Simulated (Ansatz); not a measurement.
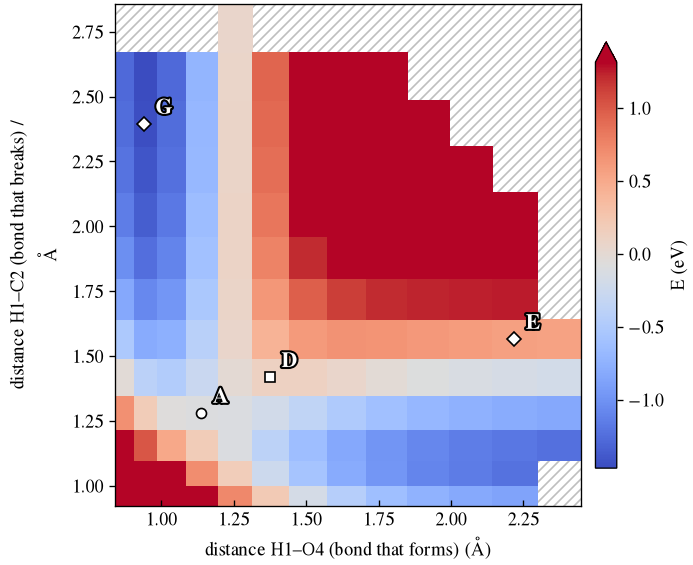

The reacting system CH7OSi (fragments CH₆Si + HO where the first distance is long, H₂O + CH₅Si where the second is long), spin multiplicity 2. Coordinates scanned: (1) distance H1–O4 (bond that forms); (2) distance H1–C2 (bond that breaks). Relaxed at each point: all other coordinates. Grid: 13 × 13 points. At 26 points there is no value. Points are written as (first, second). Energies are in eV, from a guessed transition structure relaxed with its forming and breaking bonds held. In part of the range the unrestricted reference is strongly spin-contaminated. Level of theory: UHF/def2-SVP in Ansatz.

Drawn: one coloured cell a grid point, one colour for all values above the top of the scale, hatched blanks where no value was computed, lettered points.

Is G the lowest point of the computed grid?

Answer. No. G lies 0.020 eV above the lowest grid point, which is at (0.940 Å, 2.577 Å).

Rank the lettered points by energy, lowest first.

Answer. G (−1.45 eV), A (−0.09 eV), D (0.13 eV), E (0.57 eV).
